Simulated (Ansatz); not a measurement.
# GeH4NO radical: small, medium and large basis sets

How large a basis does GeH4NO radical need? Two functionals are run in growing sets.

Computed with Ansatz 0.2.0, Gaussian basis. Level: one geometry, several basis sets.

The runs, in order: PBE0-D4/def2-SVP; ωB97M-V/def2-SVP; PBE0-D4/def2-QZVPP; ωB97M-V/def2-QZVPP; the functionals' def2-TZVPP values are taken from earlier runs.

### 1 The geometry

The geometry comes from an earlier relaxation with PBE0-D4 in a triple-zeta def2 set; it is a stationary point, not always the lowest conformer.

SMILES `[NH2][GeH2][O]`, 7 atoms, charge 0, spin multiplicity 2.

Atoms are counted from 1 here; the program's logs count them from 0.

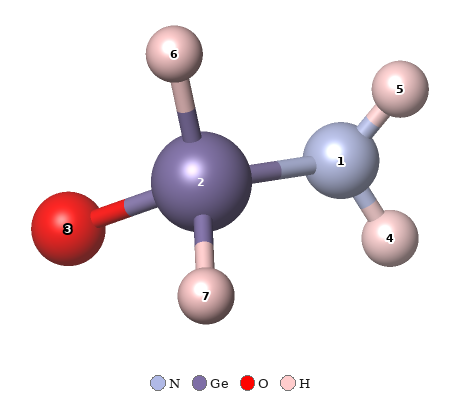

The structure; nitrogen light blue, germanium purple, oxygen red, hydrogen pink; atoms are numbered from 1 in the order of the file.

### 2 PBE0-D4 in def2-SVP

Input file in.yaml:

```yaml
crystal:
  periodic: [false, false, false]
  atoms:
    - {symbol: N, position_ang: [-1.013648, 0.100460, -0.532571]}
    - {symbol: Ge, position_ang: [0.553295, -0.089484, 0.368294]}
    - {symbol: O, position_ang: [0.814994, -1.813202, 0.787913]}
    - {symbol: H, position_ang: [-1.028202, -0.118748, -1.516112]}
    - {symbol: H, position_ang: [-1.548727, 0.933066, -0.342326]}
    - {symbol: H, position_ang: [0.450672, 0.755316, 1.645402]}
    - {symbol: H, position_ang: [1.832816, 0.164590, -0.456302]}
basis:
  gaussian: {orbitals: def2-SVP}
magnetization: {spin_polarized: true, initial_magnetization: 1}
hamiltonian: {xc: pbe0, dispersion: d4}
output: {orbitals: {seedname: orbitals}}
```

Run with:

```
ansatz run in.yaml --threads 4 --pin off --events-out ev --progress --plain --max-ram 10444MiB
```

What it wrote:

```text
Functional definition: PBE0
  name "PBE0"
  cite "Adamo & Barone, J. Chem. Phys. 110, 6158 (1999) doi:10.1063/1.478522"
  cite "Perdew, Burke & Ernzerhof, Phys. Rev. Lett. 77, 3865 (1996) doi:10.1103/PhysRevLett.77.3865"
  parent pbe
  parameter a = 0.25
  parameter kappa = 0.804
  parameter beta = 0.06672455060314922
  exchange = (1 - a)*pbe_x(kappa = kappa, mu = beta*pi^2/3) + a*exact_x
  correlation = pbe_c(beta = beta)
792 factors; integrals over basis functions are off by at most 1.5e-3 eV
mean field evaluation 1: about -60087.1325 eV, gradient 4.9e1 eV
mean field evaluation 2: about -60037.7798 eV, gradient 1.1e2 eV
mean field evaluation 4: about -60096.1172 eV, gradient 1.9e1 eV
mean field evaluation 8: about -60097.7427 eV, gradient 1.1e0 eV
mean field evaluation 16: about -60097.7620 eV, gradient 7.0e-2 eV
mean field evaluation 32: about -60097.7665 eV, gradient 2.4e-3 eV
mean field -60097.76646403 eV, -2208.5521818238 hartree, gradient 4.3e-6 eV, S^2 0.753440; 2 other end points of the search recorded, 0 dependent functions left out
reference -60097.76648637 eV, -2208.5521826449 hartree; 26, 25 occupied and 54, 55 virtual orbitals, 792 factors
Total energy: -60097.85146821 eV, -2208.5553056701 hartree
```

Wall time 3.2 s (4 threads of Arm Neoverse V1, shared host).

### 3 ωB97M-V in def2-SVP

in.yaml: that of step 2 with these lines changed.

```diff
@@ -13,3 +13,3 @@
 magnetization: {spin_polarized: true, initial_magnetization: 1}
-hamiltonian: {xc: pbe0, dispersion: d4}
+hamiltonian: {xc: {name: wB97M-V}}
 output: {orbitals: {seedname: orbitals}}
```

The command is unchanged.

What it wrote, shortened:

```text
Functional definition: wB97M-V
  name "wB97M-V"
  cite "Mardirossian & Head-Gordon, J. Chem. Phys. 144, 214110 (2016) doi:10.1063/1.4952647"
  cite "Becke, J. Chem. Phys. 107, 8554 (1997) doi:10.1063/1.475007"
  cite "Vydrov & Van Voorhis, J. Chem. Phys. 133, 244103 (2010) doi:10.1063/1.3521275"
  # Of w^i u^j: cxij and so on, Table III.
[...]
  gx(w, u) = 1 - cx + cx01*u + cx10*w
  gss(w, u) = css00 + css04*u^4 + css10*w + css20*w^2 + css43*w^4*u^3
  gos(w, u) = cos00 + cos10*w + (cos20 + cos21*u)*w^2 + (cos60 + cos61*u)*w^6
[...]
      + integral(e_c_pw_mod_opposite_spin*gos(b97_w_opposite, b97_u_opposite)) + vv10(b, c)
792 factors; integrals over basis functions are off by at most 1.5e-3 eV
213 factors; integrals over basis functions are off by at most 5.5e-6 eV
[...]
mean field -60104.19794076 eV, -2208.7885342343 hartree, gradient 5.3e-6 eV, S^2 0.753505; 2 other end points of the search recorded, 0 dependent functions left out
reference -60104.19797586 eV, -2208.7885355243 hartree; 26, 25 occupied and 54, 55 virtual orbitals, 792 factors
Total energy: -60104.19797586 eV, -2208.7885355243 hartree
```

It took 12 s on 4 threads of Arm Neoverse V1, shared host.

### 4 PBE0-D4 in def2-QZVPP

in.yaml: that of step 3 with these lines changed.

```diff
@@ -11,5 +11,5 @@
 basis:
-  gaussian: {orbitals: def2-SVP}
+  gaussian: {orbitals: "def2-QZVPP.json"}
 magnetization: {spin_polarized: true, initial_magnetization: 1}
-hamiltonian: {xc: {name: wB97M-V}}
+hamiltonian: {xc: pbe0, dispersion: d4}
 output: {orbitals: {seedname: orbitals}}
```

Launched as before.

What it wrote:

```text
Functional definition: PBE0
  name "PBE0"
  cite "Adamo & Barone, J. Chem. Phys. 110, 6158 (1999) doi:10.1063/1.478522"
  cite "Perdew, Burke & Ernzerhof, Phys. Rev. Lett. 77, 3865 (1996) doi:10.1103/PhysRevLett.77.3865"
  parent pbe
  parameter a = 0.25
  parameter kappa = 0.804
  parameter beta = 0.06672455060314922
  exchange = (1 - a)*pbe_x(kappa = kappa, mu = beta*pi^2/3) + a*exact_x
  correlation = pbe_c(beta = beta)
1161 factors; their error is unknown
mean field evaluation 1: about -60097.7077 eV, gradient 5.8e1 eV
mean field evaluation 2: about -60022.5451 eV, gradient 1.3e2 eV
mean field evaluation 4: about -60108.2824 eV, gradient 2.4e1 eV
mean field evaluation 8: about -60110.7291 eV, gradient 4.4e-1 eV
mean field evaluation 16: about -60110.8772 eV, gradient 6.6e-2 eV
mean field evaluation 32: about -60110.8803 eV, gradient 7.4e-6 eV
mean field -60110.88032594 eV, -2209.0341073600 hartree, gradient 7.4e-6 eV, S^2 0.754153; 2 other end points of the search recorded, 0 dependent functions left out
reference -60110.88035722 eV, -2209.0341085098 hartree; 26, 25 occupied and 297, 298 virtual orbitals, 1161 factors
Total energy: -60110.96533907 eV, -2209.0372315350 hartree
```

Run time: 24 s. Hardware: 4 threads of Arm Neoverse V1, shared host; peak memory 1.5 GiB.

### 5 ωB97M-V in def2-QZVPP

in.yaml: that of step 4 with these lines changed.

```diff
@@ -13,3 +13,3 @@
 magnetization: {spin_polarized: true, initial_magnetization: 1}
-hamiltonian: {xc: pbe0, dispersion: d4}
+hamiltonian: {xc: {name: wB97M-V}}
 output: {orbitals: {seedname: orbitals}}
```

Launched as before.

What it wrote, shortened:

```text
Functional definition: wB97M-V
  name "wB97M-V"
  cite "Mardirossian & Head-Gordon, J. Chem. Phys. 144, 214110 (2016) doi:10.1063/1.4952647"
  cite "Becke, J. Chem. Phys. 107, 8554 (1997) doi:10.1063/1.475007"
  cite "Vydrov & Van Voorhis, J. Chem. Phys. 133, 244103 (2010) doi:10.1063/1.3521275"
  # Of w^i u^j: cxij and so on, Table III.
[...]
  gx(w, u) = 1 - cx + cx01*u + cx10*w
  gss(w, u) = css00 + css04*u^4 + css10*w + css20*w^2 + css43*w^4*u^3
  gos(w, u) = cos00 + cos10*w + (cos20 + cos21*u)*w^2 + (cos60 + cos61*u)*w^6
[...]
      + integral(e_c_pw_mod_opposite_spin*gos(b97_w_opposite, b97_u_opposite)) + vv10(b, c)
1149 factors; their error is unknown
264 factors; integrals over basis functions are off by at most 7.4e-6 eV
[...]
mean field -60117.39564259 eV, -2209.2735408309 hartree, gradient 4.2e-6 eV, S^2 0.754012; 2 other end points of the search recorded, 0 dependent functions left out
reference -60117.39569310 eV, -2209.2735426869 hartree; 26, 25 occupied and 297, 298 virtual orbitals, 1149 factors
Total energy: -60117.39569310 eV, -2209.2735426869 hartree
```

It took 58 s on 4 threads of Arm Neoverse V1, shared host; peak memory 1.9 GiB.

### 6 Functionals by basis

The def2-TZVPP values come from earlier runs at the same geometry.

```
functional       basis  functions  energy (eV)  from the largest (eV)  HOMO (eV)  LUMO (eV)
   PBE0-D4    def2-SVP         80  -60097.8515                 13.114      -7.47      -3.58
   PBE0-D4  def2-TZVPP        166  -60109.5125                  1.453      -7.70      -3.83
   PBE0-D4  def2-QZVPP        323  -60110.9653                  0.000      -7.75      -3.89
   ωB97M-V    def2-SVP         80  -60104.1980                 13.198      -9.82      -1.27
   ωB97M-V  def2-TZVPP        166  -60115.9848                  1.411     -10.07      -1.61
   ωB97M-V  def2-QZVPP        323  -60117.3957                  0.000     -10.13      -1.70
```

### 7 Results

| quantity | value |
| --- | --- |
| PBE0-D4: double and triple zeta above quadruple | 13.11, 1.45 eV |
| ωB97M-V: double and triple zeta above quadruple | 13.20, 1.41 eV |

In words: For PBE0-D4 the step from double to triple zeta gains 11.66 eV and the next only 1.45 eV. Total energies overstate the basis error of differences, where much of it tends to cancel.

For PBE0-D4 the largest set took about 7 times as long as the smallest (24 s against 3.2 s).
